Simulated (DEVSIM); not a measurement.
System: abrupt In0.53Ga0.47As n-p junction, at 300 K.

| layer (left to right) | material | thickness (μm) | Nd (cm⁻³) | Na (cm⁻³) | τn (s) | τp (s) |
|---|---|---|---|---|---|---|
| 1 | In0.53Ga0.47As | 6.30 | 5e14 | - | 3.6e-10 | 3.6e-10 |
| 2 | In0.53Ga0.47As | 190 | - | 2.8e14 | 3.6e-10 | 3.6e-10 |

Left contact: ohmic. Right contact: ohmic. Voltage is applied to the left contact. Recombination: SRH at mid-gap, Auger. Mobility is μmin + (μ − μmin)/(1 + (N/Nref)^α).

The device is made up for the run: typed textbook-type constants, with dimensions and the other settings drawn at random. Values at 300 K.

```tsv
parameter	In0.53Ga0.47As
gap (eV)	0.74
affinity (eV)	4.51
permittivity	13.9
Nc (cm⁻³)	2.1e17
Nv (cm⁻³)	7.7e18
μn (cm²/Vs)	12000
μp (cm²/Vs)	300
μn,min	300
μp,min	10
Nref,n	1.3e17
Nref,p	4.9e17
αn	0.48
αp	0.4
Cn (cm⁶/s)	5e-29
Cp (cm⁶/s)	5e-29
```

DEVSIM, 1D drift-diffusion, Boltzmann statistics, complete ionisation; no tunnelling, impact ionisation, image-force lowering or self-heating.

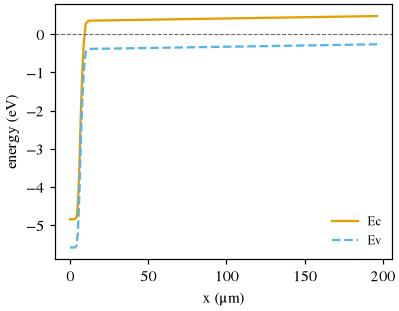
Fig. 1. Band edges at 5.0 V on the left contact

Energies count from the Fermi level of the right contact; mesh points crowd at the junctions.

| x (μm) | Ec (eV) | Ev (eV) | n (cm⁻³) | p (cm⁻³) | field (V/cm) |
|---|---|---|---|---|---|
| 0.000 | -4.844 | -5.584 | 5.0e14 | 1.2e9 | ≈ 0 |
| 0.05101 | -4.844 | -5.584 | 5.0e14 | 1.2e9 | ≈ 0 |
| 0.2096 | -4.844 | -5.584 | 5.0e14 | 1.2e9 | ≈ 0 |
| 0.7325 | -4.844 | -5.584 | 5.0e14 | 1.2e9 | ≈ 0 |
| 3.276 | -4.843 | -5.583 | 4.9e14 | 9.8e8 | 36 |
| 5.344 | -4.157 | -4.897 | 4.3e9 | 3.3e10 | 9300 |
| 6.009 | -3.395 | -4.135 | 2.5e9 | 4.1e10 | 14000 |
| 6.256 | -3.038 | -3.778 | 2.0e9 | 4.2e10 | 15000 |
| 6.302 | -2.968 | -3.708 | 2.0e9 | 4.3e10 | 15000 |
| 6.358 | -2.882 | -3.622 | 1.9e9 | 4.5e10 | 15000 |
| 6.543 | -2.606 | -3.346 | 1.9e9 | 5.1e10 | 15000 |
| 7.483 | -1.391 | -2.131 | 1.7e9 | 9.8e10 | 11000 |
| 10.06 | 0.284 | -0.456 | 2.1e8 | 2.0e13 | 1800 |
| 18.14 | 0.359 | -0.381 | 2.0e9 | 2.8e14 | ≈ 0 |
| 62.24 | 0.388 | -0.352 | 2.1e9 | 2.8e14 | ≈ 0 |
| 144.8 | 0.442 | -0.298 | 2.1e9 | 2.8e14 | ≈ 0 |
| 179.9 | 0.465 | -0.275 | 2.1e9 | 2.8e14 | ≈ 0 |
| 191.3 | 0.472 | -0.268 | 2.1e9 | 2.8e14 | ≈ 0 |
| 195.2 | 0.475 | -0.265 | 2.1e9 | 2.8e14 | ≈ 0 |
| 196.0 | 0.476 | -0.264 | 2.1e9 | 2.8e14 | ≈ 0 |
| 196.2 | 0.476 | -0.264 | 2.1e9 | 2.8e14 | ≈ 0 |
| 196.3 | 0.476 | -0.264 | 2.1e9 | 2.8e14 | ≈ 0 |
